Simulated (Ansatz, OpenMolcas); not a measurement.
# AlSi2H5O (SMILES [SiH3][Al]1[O][SiH2]1): the vertical energy of the triplet above the singlet, rung by rung

The species is AlSi2H5O (9 atoms), meant as a singlet with charge 0. SMILES: `[SiH3][Al]1[O][SiH2]1`. The shape is that of a PBE0-D4/def2-TZVP optimisation.

```csv
atom,x (Å),y (Å),z (Å)
Si,-0.6529,1.7171,-1.3347
Al,-0.1249,-0.1489,0.1628
O,1.3927,-0.9653,0.4343
Si,0.4786,-1.8777,1.5209
H,-1.7638,1.3267,-2.2449
H,-1.1001,2.8864,-0.5293
H,0.5265,2.1128,-2.1502
H,0.4033,-3.3276,1.1870
H,0.9290,-1.7700,2.9369
```

Each level gives the vertical energy of the triplet above the singlet (eV). The values are calculated.

| level | kind | program | value (eV) | CPU time (all runs) |
| --- | --- | --- | --- | --- |
| SVWN5/6-31G* (spherical functions) | LDA | Ansatz | 2.69 | 35 s |
| M06-L/6-31G* (spherical functions) | meta-GGA | OpenMolcas | 2.84 | 2.1 min |
| B3LYP/6-31G* (spherical functions) | global hybrid | OpenMolcas | 2.79 | 1.7 min |
| BHLYP/6-31G* (spherical functions) | global hybrid | Ansatz | 2.80 | 49 s |
| B3LYP/6-31G* (Cartesian functions) | global hybrid | Ansatz | 2.71 | 56 s |
| B2PLYP/6-31G* (spherical functions) | double hybrid | Ansatz | 2.80 | 65 s |
| RPA@PBE0/6-31G* (spherical functions) | RPA | Ansatz | 2.75 | 2.3 min |
| BCCD(T)/6-31G* (spherical functions) | coupled cluster or CI | Ansatz | 2.83 | 1.9 min |

The values span 2.69 to 2.84 eV. CPU times are rough (shared hosts, several kinds of processor and program).

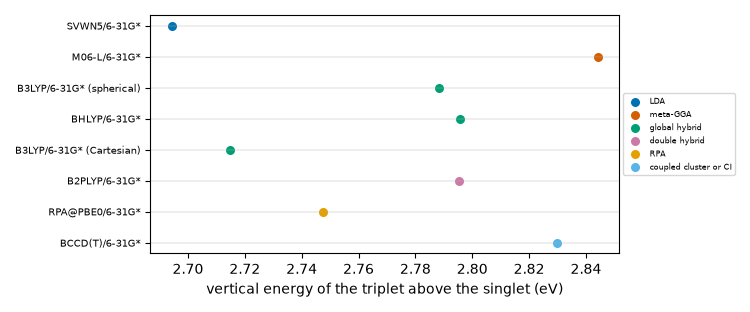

The values of the table, level by level.
